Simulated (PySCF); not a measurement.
C4H3B, SMILES C#CBC#C at its CAM-B3LYP/def2-SVP optimised geometry (Å):

```
8

B     -0.8879    -1.0833     0.0000
C     -1.6841     0.2071     0.0000
C     -2.3389     1.2293     0.0002
H     -2.9174     2.1358     0.0004
C      0.6284    -1.0833     0.0000
C      1.8422    -1.1040     0.0004
H      2.9174    -1.1208     0.0009
H     -1.4752    -2.1358    -0.0011
```

Method: CAM-B3LYP/def2-TZVP in PySCF 2.14.0. Cells within 0.4 Å of a nucleus heavier than hydrogen are left out (blank, or x).

Map of the electron localisation function on the plane z = 0.0 Å:

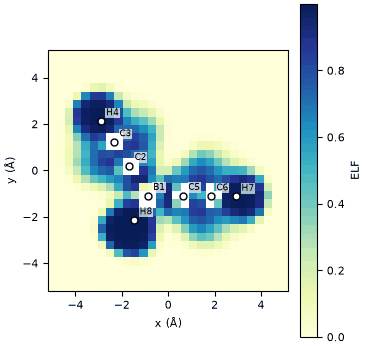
Electron localisation function on the plane z = 0.0 Å.
